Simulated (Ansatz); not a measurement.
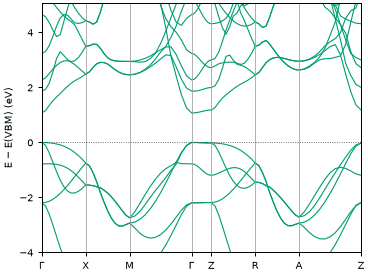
Figure. Band structure from r²SCAN (plane waves, PAW; program Ansatz)

Read off the gap and where the band edges lie.

About 1.1 eV (1.07 eV by a search for the band edges); maximum at Γ, minimum at Γ.

The material is SrZnAsF in space group P4/nmm (No. 129; Sr on 2c, Zn on 2b, As on 2c, F on 2a).

The workflow started from a Materials Project entry (that database holds measured and hypothetical structures alike); the Crystallography Open Database copy checked does not list it. Whether it is the stable phase at ambient conditions was not checked. The r²SCAN relaxation kept the symmetry of its start; whether a distortion lowers the energy is not shown. Spin–orbit coupling is left out wherever it is not named.

Potentials: the later of the program's two PAW sets.
